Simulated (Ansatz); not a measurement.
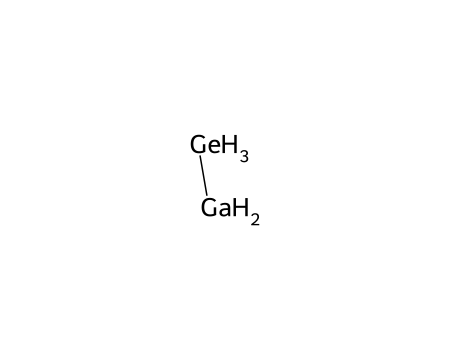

A structural formula.

Write the SMILES.

[GaH2][GeH3]

What is the molecular formula?

GaGeH5.

More results for the same structure follow; atom numbers are the same in all pictures, views and colours differ. The geometry was computed by an optimisation with PBE0-D4/def2-TZVP.

## Geometry

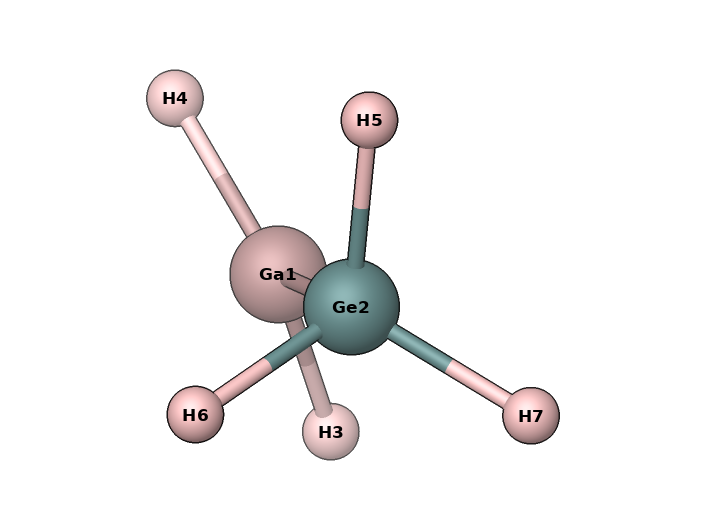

Ga1 lies behind Ge2. The molecule seen a little off the Ge2–Ga1 bond, Ge2 in front. Distant atoms are faded towards the background colour.

What is the torsion angle H5–Ge2–Ga1–H3? The sign is positive where the front bond must turn clockwise to cover the back bond.

155°, antiperiplanar (anti).

## Vibrations

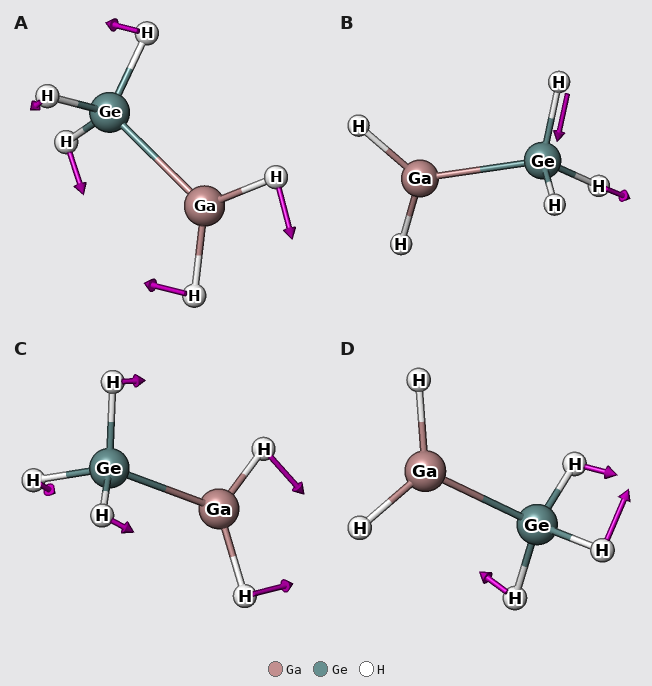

4 normal modes of one molecule or complex, as arrows. Harmonic vibrations computed with RKS PBE0-D4/def2-TZVP (Ansatz 0.2.0) at a stationary point of the same level.

Match the panels to the wavenumbers 321 cm⁻¹, 728 cm⁻¹, 881 cm⁻¹, 2140 cm⁻¹.

A: 321 cm⁻¹, Ge–Ga–H bending
B: 2140 cm⁻¹, out-of-phase stretching of 2 Ge–H bonds
C: 728 cm⁻¹, angle bending
D: 881 cm⁻¹, H–Ge–H bending

## Charges

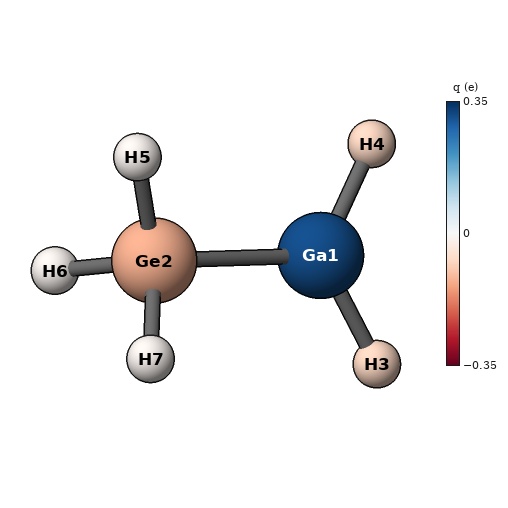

Atoms are coloured by their Mulliken charges. Level of theory: RKS r2SCAN-D4/def2-TZVPP (Ansatz 0.2.0).

Which atom carries the highest charge (most positive or least negative)?

Ga1 (0.31 e).

And the lowest?

Ge2 (−0.12 e).

List the Mulliken charges.

| atom | value (e) |
| --- | --- |
| Ga1 | 0.31 |
| Ge2 | −0.12 |
| H3 | −0.07 |
| H4 | −0.07 |
| H5 | −0.01 |
| H6 | −0.01 |
| H7 | −0.01 |

## Electronic properties

Method: RKS PBE-D4/def2-TZVPP (Ansatz 0.2.0).

Predict the main results.

- dipole moment: 0.26 D
- HOMO energy (Kohn–Sham orbital): −6.55 eV
- LUMO energy (Kohn–Sham orbital): −2.90 eV
- HOMO–LUMO gap: 3.65 eV
- dispersion correction: −11.0 kJ/mol
- vertical ionisation energy: 9.53 eV

Mulliken values depend strongly on the basis set and can even reverse the polarity of a bond.
